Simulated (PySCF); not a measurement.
Vertical excitations of a molecule C₄H₇ClSi from TDDFT-M06-2X/def2-SVPD (PySCF), as energy in eV (oscillator strength): 6.34 (0.238), 6.69 (0.009), 6.75 (0.004), 7.22 (0.005), 7.29 (0.003), 7.41 (0.007), 7.63 (0.011), 7.70 (0.053), 7.87 (0.007), 7.93 (0.069). Lowest triplet (TDA): 4.37 eV. Geometry: B3LYP-D3(BJ)/def2-SVP. The values are those of a single conformer.

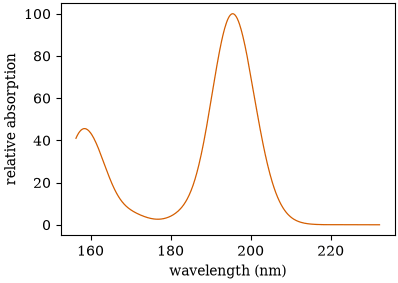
Figure. The lines broadened by 0.4 eV.

Q: Pick the molecule that these values belong to.
A. C=C/C=C\[SiH2]Cl
B. C#C[SiH2]CCCl
C. [SiH3][C@@H]1C=C(Cl)C1
D. C=C/C=C(/[SiH3])Cl

A: C, [SiH3][C@@H]1C=C(Cl)C1
